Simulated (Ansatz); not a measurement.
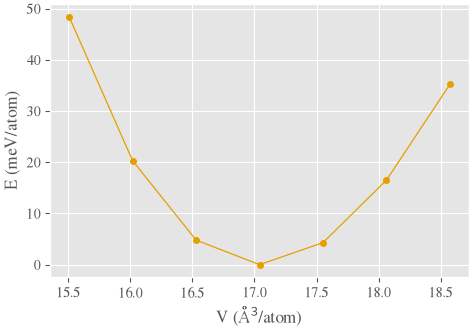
Figure. LaC₂ in space group Immm (No. 71; La on 2a, C on 4h) under volume change, DFT-PBEsol in the program Ansatz with PAW potentials, shape and atoms relaxed at each volume.

**Question.** What does a third-order Birch–Murnaghan fit give for V₀, B₀ and B′?

**Answer.** V₀ = 17.04 Å³/atom, B₀ = 95.1 GPa, B′ = 4.3.

The workflow started from a Materials Project entry (that database holds measured and hypothetical structures alike); the Crystallography Open Database copy checked does not list it. COD files the formula under space group No. 139. Whether it is the stable phase at ambient conditions was not checked. Symmetry was held in the PBEsol relaxation; whether a distortion lowers the energy is not shown. Scalar-relativistic: spin–orbit coupling is off unless named, which matters more the heavier the elements.

Potentials: the later of the program's two PAW sets.
